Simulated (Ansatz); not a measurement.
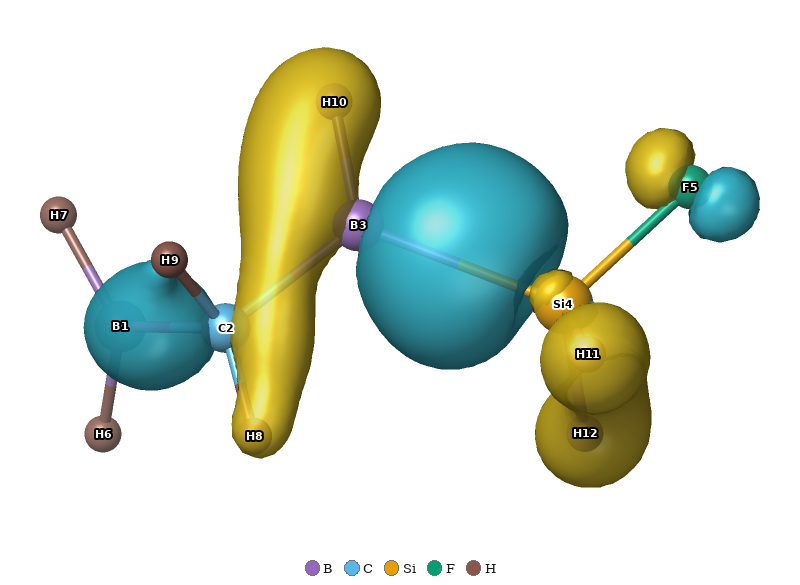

CH7B2FSi (SMILES BCB[SiH2]F). The HOMO at ±0.15 Å⁻³ᐟ² (yellow and cyan are the two phases), seen at a tilt.

Geometry: PBE0-D4/def2-TZVP.

Theory: isolated molecule in a Gaussian basis; Hartree-Fock in Ansatz.

Input file:

```
crystal:
  periodic: [false, false, false]
  atoms:
    - {symbol: B, position_ang: [-0.096800, 1.580400, 1.453500]}
    - {symbol: C, position_ang: [0.294300, 0.130800, 1.074300]}
    - {symbol: B, position_ang: [0.540500, 0.076900, -0.461800]}
    - {symbol: Si, position_ang: [-0.419900, -1.308700, -1.552200]}
    - {symbol: F, position_ang: [-0.070700, -1.264600, -3.120400]}
    - {symbol: H, position_ang: [-1.195800, 1.841100, 1.848600]}
    - {symbol: H, position_ang: [0.699900, 2.462200, 1.316500]}
    - {symbol: H, position_ang: [-0.342600, -0.657200, 1.476800]}
    - {symbol: H, position_ang: [1.338400, 0.021300, 1.425400]}
    - {symbol: H, position_ang: [1.303700, 0.861800, -0.948600]}
    - {symbol: H, position_ang: [-0.080300, -2.673800, -1.059300]}
    - {symbol: H, position_ang: [-1.893800, -1.125500, -1.418800]}
basis:
  gaussian: {orbitals: def2-SVP}
hamiltonian: {xc: hf}
accuracy: high
output: {forces: true, orbitals: {seedname: orbitals}}
```

Command:

```sh
ansatz run job.yaml --threads 1 --pin off --max-ram 2610MiB --events-out events.jsonl --progress --plain --runs-dir runs
```

Describe this orbital and give its energy.

Its weight (Hirshfeld) is mainly on Si4 (about 30 %), B3 (about 30 %), C2 (about 10 %) and H10 (about 5 %). Its energy is −11.11 eV.
